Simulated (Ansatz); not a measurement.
## HfO2 under a change: Hf → Zr

The parent structure is HfO₂ (space group P4_2/nmc, No. 137; a = 3.577 Å, c = 5.203 Å).

Perturbation: Zr takes the place of Hf on all its sites; the structure is relaxed again.

Calculations: r2SCAN (Ansatz, a program for electronic structure), spin-orbit coupling left out. Γ-centred 9×9×7 mesh, Fermi–Dirac width 0.05 eV.

```json
[
 {"quantity": "c/a ratio", "base": "1.455", "changed": "1.452", "shift": "-0.003"},
 {"quantity": "space group", "base": "P4_2/nmc (No. 137)", "changed": "P4_2/nmc (No. 137)", "shift": "–"},
 {"quantity": "shortest interatomic distance", "base": "205.9 pm", "changed": "207.4 pm", "shift": "+1.5 pm"},
 {"quantity": "band gap", "base": "5.27 eV", "changed": "4.60 eV", "shift": "-0.67 eV"},
 {"quantity": "gap character", "base": "indirect, Z → Γ", "changed": "indirect, k = (0.222, 0.222, 0) in the run's primitive reciprocal basis → Γ", "shift": "–"},
 {"quantity": "width of the top valence band", "base": "0.98 eV", "changed": "0.89 eV", "shift": "-0.09 eV"},
 {"quantity": "electron mass", "base": "1.0 mₑ along c, 0.89 mₑ across (at Γ)", "changed": "2.2 mₑ along c, 0.63 mₑ across (at Γ)", "shift": "–"}
]
```

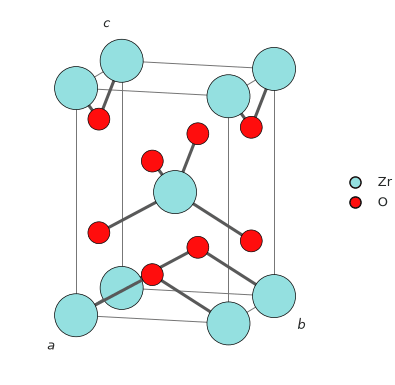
Figure: The relaxed conventional cell after the change

Spin-orbit coupling, missing from the scalar runs, can matter with Hf. Effective masses come from finite differences of ±0.01 Å⁻¹. Stability against distortions was not tested. This is not the structure that ZrO2 has at room temperature and ambient pressure. This is not the structure that HfO2 has at room temperature and ambient pressure.
